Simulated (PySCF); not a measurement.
**Run report: C6H10OSi, NMR shielding calculation**

- system: C6H10OSi
- method: GIAO PBE0/pcSseg-1 NMR shielding, non-relativistic, gas phase (PySCF 2.14.0)

The geometry comes from this level: GFN2-xTB, MD frame at 800 fs, 400 K. It belongs to a series of runs on one base structure; here: MD frame at 800 fs, 400 K. Figures and captions count atoms from 1; the log counts them from 0 in places.

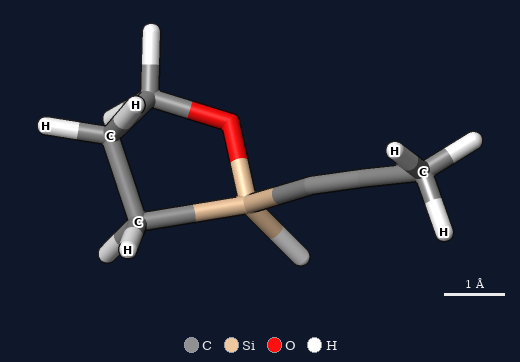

**Figure 1.** The input geometry (stick view, seen at a tilt). Bond lengths as drawn: C–C 1.17 to 1.54 Å, C–H 1.03 to 1.15 Å, C–O 1.43 Å, C–Si 1.91 to 1.92 Å, H–Si 1.49 Å and O–Si 1.63 Å.

### Summary

| quantity | value |
| --- | --- |
| outcome | converged |
| total energy | −598.801509 hartree |
| HOMO | −7.61 eV |
| LUMO | 0.14 eV |
| dipole moment | 1.61 D |
| isotropic shielding, C | 81.3 to 184.0 ppm |
| isotropic shielding, Si | 365.9 ppm |
| isotropic shielding, O | 276.5 ppm |
| isotropic shielding, H | 25.9 to 31.5 ppm |
| hardware | 1 CPU thread, shared host |
| wall time | 72 s |
| peak memory | 0.88 GiB |

### The input
```
{"job": {"kind": "nmr", "xc": "PBE0", "basis": "pcSseg-1", "pop": false}, "charge": 0, "multiplicity": 1}
C      4.182700    -0.500800    -0.088500
C      2.788900    -0.760300     0.082000
C      1.637800    -0.869900     0.275500
Si    -0.117400    -1.530900     0.639000
C     -1.396300    -0.222200     1.212400
C     -1.861500     0.289200    -0.166400
C     -2.080200    -0.988300    -0.979500
O     -0.935800    -1.818800    -0.740600
H      4.703500    -0.628300     0.893200
H      4.345000     0.591400    -0.318500
H      4.704700    -1.101300    -0.738500
H      0.172600    -2.816400     1.344700
H     -0.926900     0.602800     1.755300
H     -2.293800    -0.685900     1.754400
H     -1.040100     0.781700    -0.686300
H     -2.724900     0.942100    -0.190700
H     -2.168400    -0.911400    -2.072100
H     -3.077800    -1.360300    -0.590200
```

The first line tells a small driver script what to run in PySCF; the rest is the geometry in Å.

Launched with:
```bash
OMP_NUM_THREADS=1 python <driver script> task.json out
```

### The program's output
```
coarse grid: 15432 points
cycle   1  E = -598.6171173920  dE =  1.029e+00  |g| = 7.714e-01  |ddm| = 4.069e+00
cycle   2  E = -598.4984831703  dE =  1.186e-01  |g| = 1.109e+00  |ddm| = 2.211e+00
cycle   3  E = -598.7369462518  dE = -2.385e-01  |g| = 1.474e-01  |ddm| = 1.571e+00
cycle   4  E = -598.7411480994  dE = -4.202e-03  |g| = 4.400e-02  |ddm| = 1.880e-01
cycle   5  E = -598.7415493205  dE = -4.012e-04  |g| = 2.044e-02  |ddm| = 5.268e-02
cycle   6  E = -598.7416384512  dE = -8.913e-05  |g| = 7.224e-03  |ddm| = 1.962e-02
cycle   7  E = -598.7416507763  dE = -1.233e-05  |g| = 1.297e-03  |ddm| = 6.982e-03
cycle   8  E = -598.7416512016  dE = -4.253e-07  |g| = 2.344e-04  |ddm| = 1.463e-03
final grid: 144104 points
cycle   9  E = -598.8014858450  dE = -2.550e-05  |g| = 1.054e-02  |ddm| = 4.087e-02
cycle  10  E = -598.8014616740  dE =  2.417e-05  |g| = 1.550e-02  |ddm| = 2.055e-02
cycle  11  E = -598.8015083741  dE = -4.670e-05  |g| = 1.504e-03  |ddm| = 1.329e-02
cycle  12  E = -598.8015088542  dE = -4.801e-07  |g| = 2.836e-04  |ddm| = 1.714e-03
cycle  13  E = -598.8015088637  dE = -9.426e-09  |g| = 1.958e-04  |ddm| = 3.800e-04
cycle  14  E = -598.8015088729  dE = -9.177e-09  |g| = 4.002e-05  |ddm| = 1.735e-04
cycle  15  E = -598.8015088732  dE = -3.595e-10  |g| = 1.133e-05  |ddm| = 5.127e-05
```

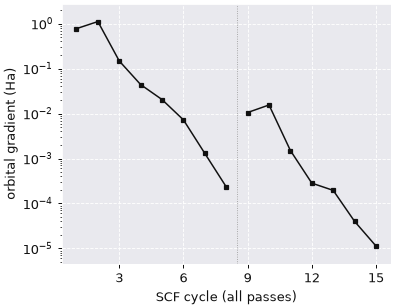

**Figure 2.** Convergence of the self-consistent field: orbital gradient against the SCF cycle. The dotted line marks the change from a coarse to the final integration grid. The first 8 cycles use a coarse grid, the final grid takes over at cycle 9, and the field converges after 15 cycles in all.

```
converged SCF energy = -598.8015088732

GIAO shielding tensors (ppm)
atom      isotropic    diamagn.    paramagn.     s11        s22        s33       span
  0 C      183.953     253.180     -69.227    175.175    176.153    200.531     25.356
  1 C       81.286     271.310    -190.024    -10.166     -7.871    261.894    272.061
  2 C       99.634     264.068    -164.433     11.957     16.399    270.547    258.590
  3 Si     365.912     879.295    -513.382    315.827    357.802    424.108    108.281
  4 C      165.236     254.880     -89.644    154.938    160.547    180.222     25.283
  5 C      155.364     253.108     -97.745    136.502    159.271    170.317     33.815
  6 C      110.149     243.523    -133.374     76.441    100.837    153.168     76.727
  7 O      276.510     396.388    -119.878    207.029    301.529    320.971    113.942
  8 H       29.189      26.448       2.741     24.126     27.557     35.884     11.758
  9 H       28.925      30.739      -1.814     23.610     27.348     35.816     12.205
 10 H       31.525      28.105       3.419     26.628     29.113     38.833     12.206
 11 H       25.868      27.344      -1.476     21.753     24.676     31.175      9.422
 12 H       30.118      32.204      -2.086     26.749     26.965     36.641      9.892
 13 H       29.385      29.317       0.068     25.056     26.552     36.548     11.492
 14 H       29.922      34.195      -4.273     26.619     27.429     35.719      9.099
 15 H       30.038      31.448      -1.410     25.562     27.058     37.495     11.933
 16 H       27.048      28.764      -1.716     22.468     25.681     32.994     10.526
 17 H       27.362      27.794      -0.432     22.390     25.830     33.868     11.478
```

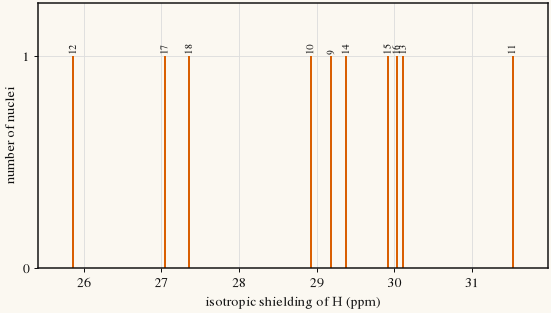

**Figure 3.** Isotropic shieldings of the hydrogen nuclei in this fixed geometry, labelled by atom number; shielding grows to the right, so chemical shift grows to the left. The least shielded is H12 (25.9 ppm), the most shielded H11 (31.5 ppm).
